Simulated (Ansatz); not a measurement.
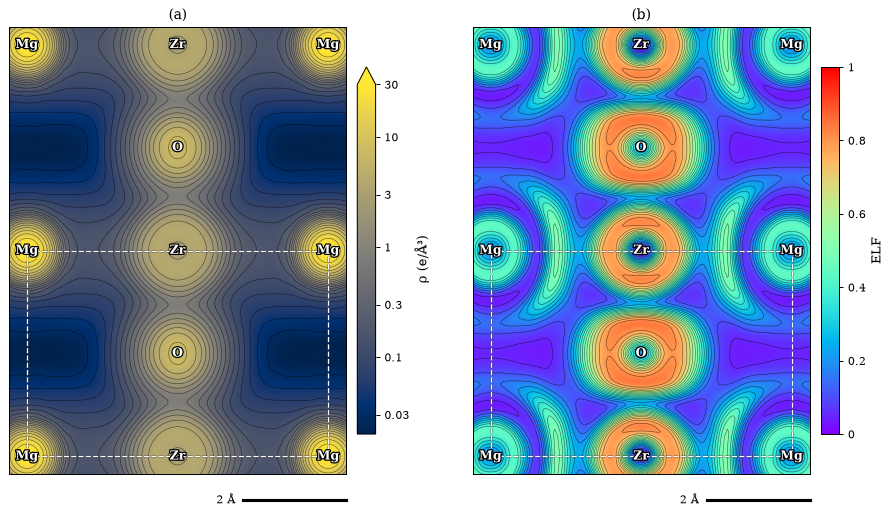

The picture shows: MgZr2O2. (a) valence charge density (pseudo); (b) electron localisation function on the (010) plane of the conventional cell.

Space group P4/mmm; a structure generated by program, which may or may not match a known phase.

All numbers below come from DFT PBE, scalar-relativistic, plane waves, PAW (Ansatz).

The density is the valence pseudo-density of a PAW calculation; it isn't the true density close to the nuclei.

**Describe what can be read from this map.**

- Atoms in the plane: Mg, Zr and O.
- Zr–O (2.00 Å): ρ is about 0.88 e/Å³ halfway; the ELF peaks at about 0.85 in the valence shell of O, 0.6 Å from its nucleus, and drops to about 0.25 between the two atoms (no localised pair shows between them).
- Mg–Zr (2.92 Å): ρ is about 0.19 e/Å³ halfway, with its minimum of 0.17 e/Å³ about 1.2 Å from Mg; the ELF is about 0.40 at the midpoint.
- Between the atoms the lowest density in this plane is 0.02 e/Å³.
- The features right at Zr lie inside the PAW spheres, where the map follows smoothed inner orbitals and isn't to be read closely.
